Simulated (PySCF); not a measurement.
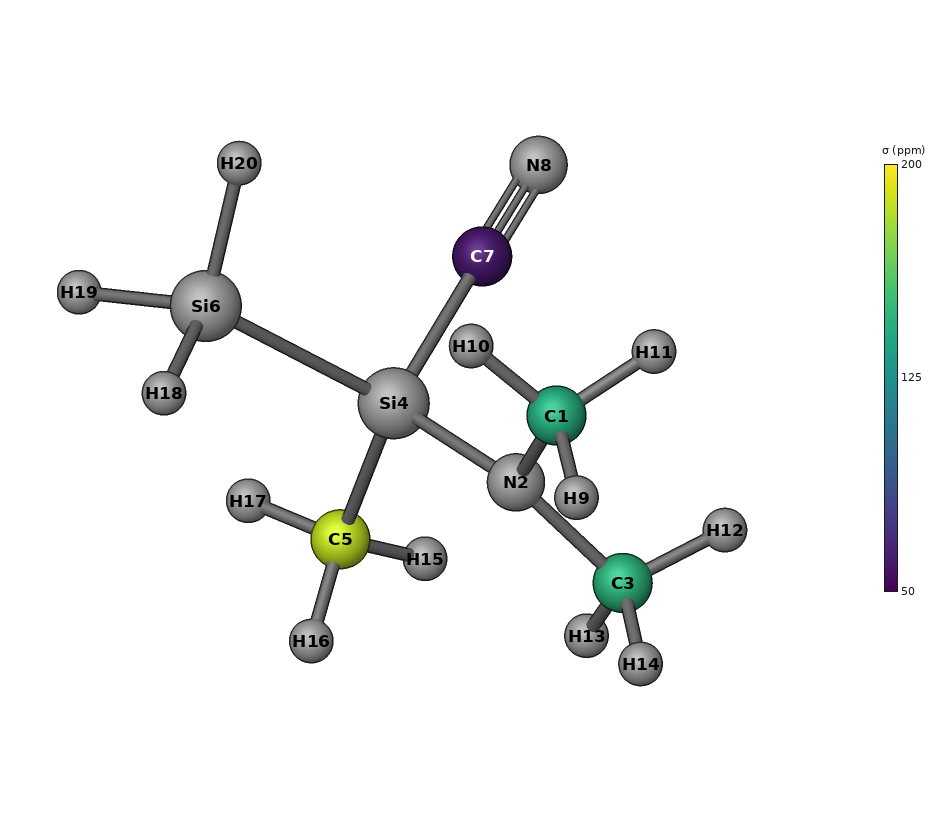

Atoms are coloured by their isotropic NMR shieldings (C only, the others grey). The computed structure is the end point of a GFN2-xTB optimisation. No frequency run is at hand to confirm it as a minimum. Method: GIAO PBE0/pcSseg-1 NMR shielding, non-relativistic, gas phase (PySCF 2.14.0).

Which C atom is the most shielded (lowest chemical shift)?

Answer. C5 (186.0 ppm).

Which C atom is the least shielded (highest chemical shift)?

Answer. C7 (60.1 ppm).

How wide is the range of C shifts?

Answer. 125.9 ppm.

Give the isotropic NMR shieldings of the C atoms atom by atom.

```
atom  σ (ppm)
  C1    143.9
  C3    146.9
  C5    186.0
  C7     60.1
```

The geometry is semi-empirical. Around Si such bond lengths and angles can be off by a tenth of an ångström or more and by several degrees, and values that hang on the shape move with them.
